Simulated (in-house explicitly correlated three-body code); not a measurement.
Two electrons around a point charge Z = 27.089. Computed variationally in 260 exponentially correlated functions with an in-house code, non-relativistic, converged to about 10⁻⁸ of the energy. Wanted, and plotted below: the bound S and P states that converged, by term and principal number n, on a logarithmic scale of binding.

The ground state is bound by 9528 eV. The n = 2 states drawn run, from the deepest, 2 ³S (2359 eV), 2 ³P (2332 eV), 2 ¹S (2328 eV), 2 ¹P (2309 eV). Exchange puts 2 ³S below 2 ¹S by 30.5 eV and 2 ³P below 2 ¹P by 22.9 eV. Quantum defects n − (Z − 1)/√(2 E(binding)): 2 ³S 0.019, 2 ³P 0.007, 2 ¹S 0.006, 2 ¹P −0.003.

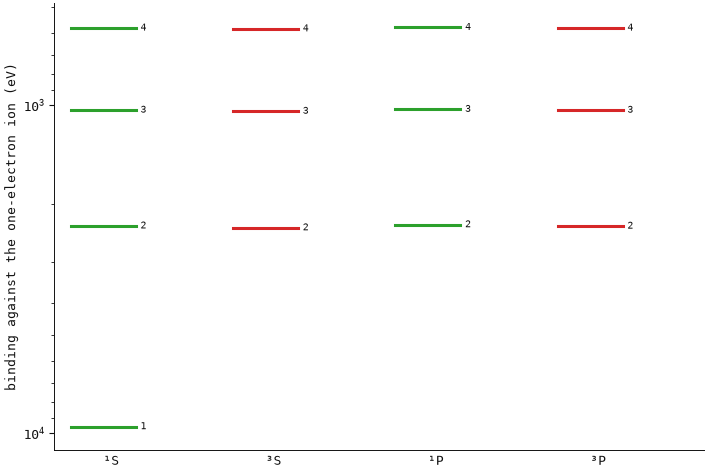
